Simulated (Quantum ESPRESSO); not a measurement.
# MnSi: orders under volume

Aim: follow moments and order energies of MnSi with volume.

Method: PBE; plane waves with GBRV 1.5 PBE potentials, no spin-orbit coupling, in Quantum ESPRESSO 7.5.

The database entry behind the starting cell differs from later determinations by our own check (0.1 to 0.3 % short, probably kX units), so it need not match the best structure at ambient conditions.

## Step 1: The structure

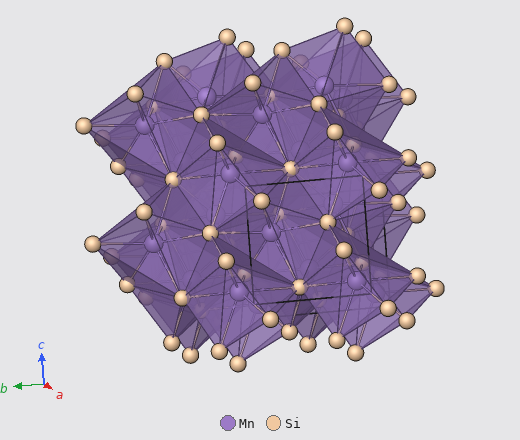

The cell as given, from a free direction (manganese light purple, silicon light orange). 2×2×2 cells are drawn. Some periodic images of atoms are drawn too.

The cell comes from the Crystallography Open Database.

## Step 2: Volume 0.92, ferro ++++

All lengths scale alike; the factor is that of the volume. Atoms keep their fractional places. Seeded atoms are those given a starting moment.

The input, pw.in:

```
&CONTROL
  calculation = 'scf'
  prefix = 'pwscf'
  outdir = './tmp'
  pseudo_dir = './pseudo'
  disk_io = 'nowf'
  tprnfor = .true.
  tstress = .true.
/
&SYSTEM
  ibrav = 0
  celldm(1) = 8
  nat = 8
  ntyp = 2
  ecutwfc = 40
  ecutrho = 280
  nbnd = 57
  occupations = 'smearing'
  smearing = 'fd'
  degauss = 0.00367493
  nspin = 2
  starting_magnetization(1) = 0.2333
  starting_magnetization(2) = 0
/
&ELECTRONS
  conv_thr = 1.6d-08
  electron_maxstep = 150
  mixing_beta = 0.3
/
ATOMIC_SPECIES
Mn     54.9380 mn_pbe_v1.5.uspp.F.UPF
Si     28.0850 si_pbe_v1.uspp.F.UPF
CELL_PARAMETERS alat
   1.0448612228813    0.0000000000000    0.0000000000000
   0.0000000000000    1.0448612228813    0.0000000000000
   0.0000000000000    0.0000000000000    1.0448612228813
ATOMIC_POSITIONS crystal
Mn      0.1380000000    0.1380000000    0.1380000000
Mn      0.3620000000    0.8620000000    0.6380000000
Mn      0.6380000000    0.3620000000    0.8620000000
Mn      0.8620000000    0.6380000000    0.3620000000
Si      0.8460000000    0.8460000000    0.8460000000
Si      0.6540000000    0.1540000000    0.3460000000
Si      0.3460000000    0.6540000000    0.1540000000
Si      0.1540000000    0.3460000000    0.6540000000
K_POINTS automatic
6 6 6 0 0 0
```

Launch:

```console
$ OMP_NUM_THREADS=1 mpirun -n 2 pw.x -nk 2 -in pw.in > pw.out
```

What it wrote:

```text
Program PWSCF v.7.5 starts

     Message from routine setup:
     using ibrav=0 with symmetry is DISCOURAGED, use correct ibrav instead

     K-points division:     npool     =       2
     Subspace diagonalization in iterative solution of the eigenvalue problem:

     bravais-lattice index     =            0
     lattice parameter (alat)  =       8.0000  a.u.
     unit-cell volume          =     584.0443 (a.u.)^3
     number of atoms/cell      =            8
     number of atomic types    =            2
     number of electrons       =        76.00
     number of Kohn-Sham states=           57
     kinetic-energy cutoff     =      40.0000  Ry
     charge density cutoff     =     280.0000  Ry
     scf convergence threshold =      1.6E-08
     mixing beta               =       0.3000
     number of iterations used =            8  plain     mixing
     Exchange-correlation= SLA  PW   PBE  PBE
                           (   1   4   3   4   0   0   0)

     celldm(1)=   8.000000  celldm(2)=   0.000000  celldm(3)=   0.000000
     celldm(4)=   0.000000  celldm(5)=   0.000000  celldm(6)=   0.000000

     crystal axes: (cart. coord. in units of alat)
               a(1) = (   1.044861   0.000000   0.000000 )
               a(2) = (   0.000000   1.044861   0.000000 )
               a(3) = (   0.000000   0.000000   1.044861 )

     reciprocal axes: (cart. coord. in units 2 pi/alat)
               b(1) = (  0.957065  0.000000  0.000000 )
               b(2) = (  0.000000  0.957065  0.000000 )
               b(3) = (  0.000000  0.000000  0.957065 )

     PseudoPot. # 1 for Mn read from file:
     mn_pbe_v1.5.uspp.F.UPF
     Pseudo is Ultrasoft + core correction, Zval = 15.0

     PseudoPot. # 2 for Si read from file:
     si_pbe_v1.uspp.F.UPF
     Pseudo is Ultrasoft + core correction, Zval =  4.0

     atomic species   valence    mass     pseudopotential
     Mn               15.00    54.93800     Mn( 1.00)
     Si                4.00    28.08500     Si( 1.00)

     Starting magnetic structure
     atomic species   magnetization
     Mn              0.233
     Si              0.000

     12 Sym. Ops. (no inversion) found ( 9 have fractional translation)

   Cartesian axes

     site n.     atom                  positions (alat units)
         1        Mn     tau(   1) = (   0.1441908   0.1441908   0.1441908  )
         2        Mn     tau(   2) = (   0.3782398   0.9006704   0.6666215  )
         3        Mn     tau(   3) = (   0.6666215   0.3782398   0.9006704  )
         4        Mn     tau(   4) = (   0.9006704   0.6666215   0.3782398  )
         5        Si     tau(   5) = (   0.8839526   0.8839526   0.8839526  )
         6        Si     tau(   6) = (   0.6833392   0.1609086   0.3615220  )
         7        Si     tau(   7) = (   0.3615220   0.6833392   0.1609086  )
         8        Si     tau(   8) = (   0.1609086   0.3615220   0.6833392  )

     number of k points=    24  Fermi-Dirac smearing, width (Ry)=  0.0037
                       cart. coord. in units 2pi/alat
        k(    1) = (   0.0000000   0.0000000   0.0000000), wk =   0.0046296
        k(    2) = (   0.0000000   0.0000000   0.1595108), wk =   0.0277778
        k(    3) = (   0.0000000   0.0000000   0.3190216), wk =   0.0277778
        k(    4) = (   0.0000000   0.0000000  -0.4785324), wk =   0.0138889
        k(    5) = (   0.0000000   0.1595108   0.1595108), wk =   0.0555556
        [... 19 further k-points ...]

     Dense  grid:    46297 G-vectors     FFT dimensions: (  48,  48,  48)

     Smooth grid:    20005 G-vectors     FFT dimensions: (  36,  36,  36)

     Check: negative core charge=   -0.000041
     Generating pointlists ...
     new r_m :   0.2180 (alat units)  1.7439 (a.u.) for type    1
     new r_m :   0.2180 (alat units)  1.7439 (a.u.) for type    2

     Initial potential from superposition of free atoms

     starting charge      73.9970, renormalised to      76.0000
     Starting wfcs are   68 randomized atomic wfcs

     Self-consistent Calculation

     iteration #  1     ecut=    40.00 Ry     beta= 0.30
     Davidson diagonalization with overlap
     ethr =  1.00E-02,  avg # of iterations =  4.8

     total energy              =    -881.46899066 Ry
     estimated scf accuracy    <       7.10639121 Ry

     total magnetization       =     5.72 Bohr mag/cell
     absolute magnetization    =     6.93 Bohr mag/cell

     iteration #  2     ecut=    40.00 Ry     beta= 0.30
     Davidson diagonalization with overlap
     ethr =  9.35E-03,  avg # of iterations =  2.1

     total energy              =    -883.02223688 Ry
     estimated scf accuracy    <       2.69751523 Ry

     total magnetization       =     7.73 Bohr mag/cell
     absolute magnetization    =     8.88 Bohr mag/cell

     [... further iterations left out ...]

     iteration # 17     ecut=    40.00 Ry     beta= 0.30
     Davidson diagonalization with overlap
     ethr =  5.12E-10,  avg # of iterations =  3.6

     total energy              =    -883.47282272 Ry
     estimated scf accuracy    <       0.00000005 Ry

     total magnetization       =     3.38 Bohr mag/cell
     absolute magnetization    =     3.87 Bohr mag/cell

     iteration # 18     ecut=    40.00 Ry     beta= 0.30
     Davidson diagonalization with overlap
     ethr =  6.88E-11,  avg # of iterations =  3.0

     Magnetic moment per site  (integrated on atomic sphere of radius R)
     atom   1 (R=0.218)  charge= 12.9058  magn=  0.8438
     atom   2 (R=0.218)  charge= 12.9058  magn=  0.8438
     atom   3 (R=0.218)  charge= 12.9058  magn=  0.8438
     atom   4 (R=0.218)  charge= 12.9058  magn=  0.8438
     atom   5 (R=0.218)  charge=  1.6839  magn= -0.0305
     atom   6 (R=0.218)  charge=  1.6839  magn= -0.0305
     atom   7 (R=0.218)  charge=  1.6839  magn= -0.0305
     atom   8 (R=0.218)  charge=  1.6839  magn= -0.0305

     End of self-consistent calculation

     [... lines left out ...]
     the Fermi energy is    17.1449 ev

!    total energy              =    -883.47282294 Ry
     estimated scf accuracy    <          9.5E-09 Ry
     smearing contrib. (-TS)   =      -0.00358925 Ry
     internal energy E=F+TS    =    -883.46923369 Ry

     The total energy is F=E-TS. E is the sum of the following terms:
     one-electron contribution =    -436.40319989 Ry
     hartree contribution      =     263.90114916 Ry
     xc contribution           =    -124.66460680 Ry
     ewald contribution        =    -586.30257616 Ry

     total magnetization       =     3.37 Bohr mag/cell
     absolute magnetization    =     3.87 Bohr mag/cell

     convergence has been achieved in  18 iterations

     Forces acting on atoms (cartesian axes, Ry/au):

     atom    1 type  1   force =     0.00086551    0.00086551    0.00086551
     atom    2 type  1   force =    -0.00086551   -0.00086551    0.00086551
     atom    3 type  1   force =     0.00086551   -0.00086551   -0.00086551
     atom    4 type  1   force =    -0.00086551    0.00086551   -0.00086551
     atom    5 type  2   force =    -0.00037931   -0.00037931   -0.00037931
     atom    6 type  2   force =     0.00037931    0.00037931   -0.00037931
     atom    7 type  2   force =    -0.00037931    0.00037931    0.00037931
     atom    8 type  2   force =     0.00037931   -0.00037931    0.00037931

     Total force =     0.003274     Total SCF correction =     0.000043

     Computing stress (Cartesian axis) and pressure

          total   stress  (Ry/bohr**3)                   (kbar)     P=      145.36
   0.00098812   0.00000000   0.00000000          145.36        0.00        0.00
   0.00000000   0.00098812   0.00000000            0.00      145.36        0.00
   0.00000000   0.00000000   0.00098812            0.00        0.00      145.36

=------------------------------------------------------------------------------=
   JOB DONE.
=------------------------------------------------------------------------------=
```

Wall time 2.4 min (2 MPI ranks of Intel Xeon at 2.70GHz, shared host); peak memory 0.41 GiB.

Spin moment in the atom's sphere by atom:

| atom | spin moment in the atom's sphere (μB) |
| --- | --- |
| Mn1 | 0.844 |
| Mn2 | 0.844 |
| Mn3 | 0.844 |
| Mn4 | 0.844 |
| Si5 | -0.030 |
| Si6 | -0.030 |
| Si7 | -0.030 |
| Si8 | -0.030 |

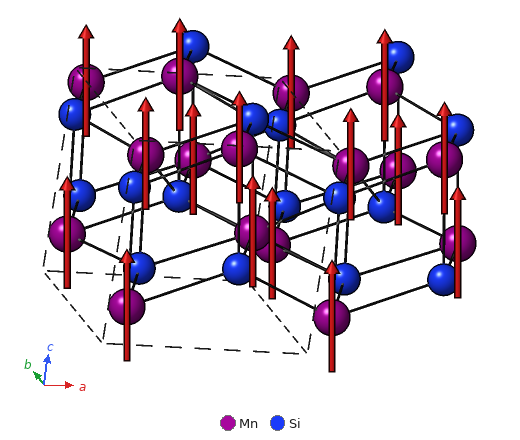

Spin moment in the atom's sphere as arrows, the longest 0.844 μB. Up and down stand for the sign. Arrows give size and sign along the axis of quantisation, drawn up and down the page. 2×2×1 cells are drawn.

This step gave:

| Item | Value |
| --- | --- |
| smearing term TS | 0.04883 eV |
| pressure | 14.54 GPa |
| magnetization | 3.374 μB |
| absolute magnetization | 3.868 μB |
| final state | ferromagnetic |

## Step 3: Volume 0.92, antiferro ++--

Edit pw.in of step 2 so:

```diff
@@ -13,6 +13,6 @@
   nat = 8
-  ntyp = 2
+  ntyp = 3
   ecutwfc = 40
   ecutrho = 280
-  nbnd = 57
+  nbnd = 50
   occupations = 'smearing'
@@ -22,3 +22,4 @@
   starting_magnetization(1) = 0.2333
-  starting_magnetization(2) = 0
+  starting_magnetization(2) = -0.2333
+  starting_magnetization(3) = 0
 /
@@ -30,3 +31,4 @@
 ATOMIC_SPECIES
-Mn     54.9380 mn_pbe_v1.5.uspp.F.UPF
+Mn1    54.9380 mn_pbe_v1.5.uspp.F.UPF
+Mn2    54.9380 mn_pbe_v1.5.uspp.F.UPF
 Si     28.0850 si_pbe_v1.uspp.F.UPF
@@ -37,6 +39,6 @@
 ATOMIC_POSITIONS crystal
-Mn      0.1380000000    0.1380000000    0.1380000000
-Mn      0.3620000000    0.8620000000    0.6380000000
-Mn      0.6380000000    0.3620000000    0.8620000000
-Mn      0.8620000000    0.6380000000    0.3620000000
+Mn1     0.1380000000    0.1380000000    0.1380000000
+Mn1     0.3620000000    0.8620000000    0.6380000000
+Mn2     0.6380000000    0.3620000000    0.8620000000
+Mn2     0.8620000000    0.6380000000    0.3620000000
 Si      0.8460000000    0.8460000000    0.8460000000
```

What it wrote:

```text
     [... lines left out ...]
Program PWSCF v.7.5 starts
     [... lines left out ...]
     number of atoms/cell      =            8
     [... lines left out ...]
     number of electrons       =        76.00
     number of Kohn-Sham states=           50
     kinetic-energy cutoff     =      40.0000  Ry
     charge density cutoff     =     280.0000  Ry
     scf convergence threshold =      1.6E-08
     [... lines left out ...]
      2 Sym. Ops. (no inversion) found ( 1 have fractional translation)
     [... lines left out ...]
     number of k points=    80  Fermi-Dirac smearing, width (Ry)=  0.0037
     [... lines left out ...]
     iteration # 29     ecut=    40.00 Ry     beta= 0.30
     [... lines left out ...]
     Magnetic moment per site  (integrated on atomic sphere of radius R)
     atom   1 (R=0.218)  charge= 12.9061  magn=  0.1829
     atom   2 (R=0.218)  charge= 12.9061  magn=  0.1829
     atom   3 (R=0.218)  charge= 12.9059  magn= -0.1817
     atom   4 (R=0.218)  charge= 12.9059  magn= -0.1817
     atom   5 (R=0.218)  charge=  1.6824  magn=  0.0000
     atom   6 (R=0.218)  charge=  1.6824  magn=  0.0000
     atom   7 (R=0.218)  charge=  1.6822  magn= -0.0001
     atom   8 (R=0.218)  charge=  1.6822  magn= -0.0001
     [... lines left out ...]
     the Fermi energy is    17.1058 ev
!    total energy              =    -883.46389236 Ry
     estimated scf accuracy    <       0.00000001 Ry
     smearing contrib. (-TS)   =      -0.00543967 Ry
     [... lines left out ...]
     total magnetization       =     0.00 Bohr mag/cell
     absolute magnetization    =     0.83 Bohr mag/cell
     convergence has been achieved in  29 iterations
     [... lines left out ...]
     Total force =     0.006679     Total SCF correction =     0.000144
     [... lines left out ...]
          total   stress  (Ry/bohr**3)                   (kbar)     P=      124.59
     [... lines left out ...]
```

It took 8.7 min on 2 MPI ranks; peak memory 0.62 GiB.

Spin moment in the atom's sphere by atom:

| atom | spin moment in the atom's sphere (μB) |
| --- | --- |
| Mn1 | 0.183 |
| Mn2 | 0.183 |
| Mn3 | -0.182 |
| Mn4 | -0.182 |
| Si5 | 0.000 |
| Si6 | 0.000 |
| Si7 | 0.000 |
| Si8 | 0.000 |

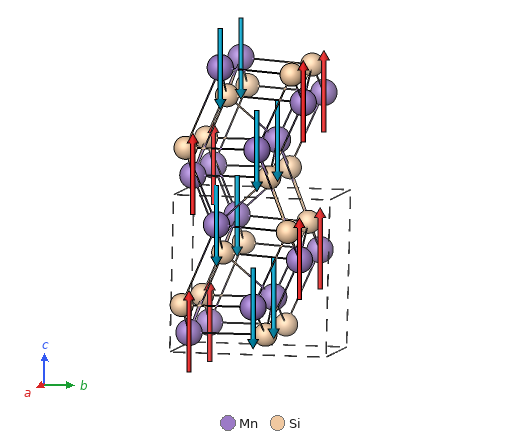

Spin moment in the atom's sphere as arrows, the longest 0.183 μB. Up and down stand for the sign. Arrows give size and sign along the axis of quantisation, drawn up and down the page. The two directions have two colours. 2×1×2 cells are drawn.

This step gave:

| Property | Result |
| --- | --- |
| smearing term TS | 0.07401 eV |
| pressure | 12.46 GPa |
| magnetization | 0 μB |
| absolute magnetization | 0.831 μB |
| final state | antiferromagnetic |

## Step 4: Volume 0.92, no spin polarisation

The input, pw.in:

```
&CONTROL
  calculation = 'scf'
  prefix = 'pwscf'
  outdir = './tmp'
  pseudo_dir = './pseudo'
  disk_io = 'nowf'
  tprnfor = .true.
  tstress = .true.
/
&SYSTEM
  ibrav = 0
  celldm(1) = 8
  nat = 8
  ntyp = 2
  ecutwfc = 40
  ecutrho = 280
  nbnd = 50
  occupations = 'smearing'
  smearing = 'fd'
  degauss = 0.00367493
/
&ELECTRONS
  conv_thr = 1.6d-08
  electron_maxstep = 150
  mixing_beta = 0.3
/
ATOMIC_SPECIES
Mn     54.9380 mn_pbe_v1.5.uspp.F.UPF
Si     28.0850 si_pbe_v1.uspp.F.UPF
CELL_PARAMETERS alat
   1.0448612228813    0.0000000000000    0.0000000000000
   0.0000000000000    1.0448612228813    0.0000000000000
   0.0000000000000    0.0000000000000    1.0448612228813
ATOMIC_POSITIONS crystal
Mn      0.1380000000    0.1380000000    0.1380000000
Mn      0.3620000000    0.8620000000    0.6380000000
Mn      0.6380000000    0.3620000000    0.8620000000
Mn      0.8620000000    0.6380000000    0.3620000000
Si      0.8460000000    0.8460000000    0.8460000000
Si      0.6540000000    0.1540000000    0.3460000000
Si      0.3460000000    0.6540000000    0.1540000000
Si      0.1540000000    0.3460000000    0.6540000000
K_POINTS automatic
6 6 6 0 0 0
```

What it wrote:

```text
     [... lines left out ...]
Program PWSCF v.7.5 starts
     [... lines left out ...]
     number of atoms/cell      =            8
     [... lines left out ...]
     number of electrons       =        76.00
     number of Kohn-Sham states=           50
     kinetic-energy cutoff     =      40.0000  Ry
     charge density cutoff     =     280.0000  Ry
     scf convergence threshold =      1.6E-08
     [... lines left out ...]
     12 Sym. Ops. (no inversion) found ( 9 have fractional translation)
     [... lines left out ...]
     number of k points=    24  Fermi-Dirac smearing, width (Ry)=  0.0037
     [... lines left out ...]
     iteration # 11     ecut=    40.00 Ry     beta= 0.30
     [... lines left out ...]
     the Fermi energy is    17.1055 ev
!    total energy              =    -883.46386029 Ry
     estimated scf accuracy    <          7.1E-09 Ry
     smearing contrib. (-TS)   =      -0.00555602 Ry
     [... lines left out ...]
     convergence has been achieved in  11 iterations
     [... lines left out ...]
     Total force =     0.006727     Total SCF correction =     0.000011
     [... lines left out ...]
          total   stress  (Ry/bohr**3)                   (kbar)     P=      123.94
     [... lines left out ...]
```

Run time: 38 s. Hardware: 2 MPI ranks; peak memory 0.33 GiB; 76 s of CPU time.

Read from the output:

| Property | Result |
| --- | --- |
| smearing term TS | 0.07559 eV |
| pressure | 12.39 GPa |
| final state | non-magnetic (no spin polarisation) |

(Continued in part 2 of 2.)

[Logs and program files are shortened in this print: banners, set-up blocks, solver, clock and traceback lines can be left out without a mark of their own.]

[Logs are printed without paths, hosts, clocks, repeated set-up lines and the standing remarks that a program may print on its own settings, such as how far it seeks lower states.]

[Hosts, paths, dates, database ids (printed as entryN), source tags and the programs' standing remarks are cut or masked in the printed files.]

[Where a cell is said to come from a database of computed structures, the database is the Materials Project.]
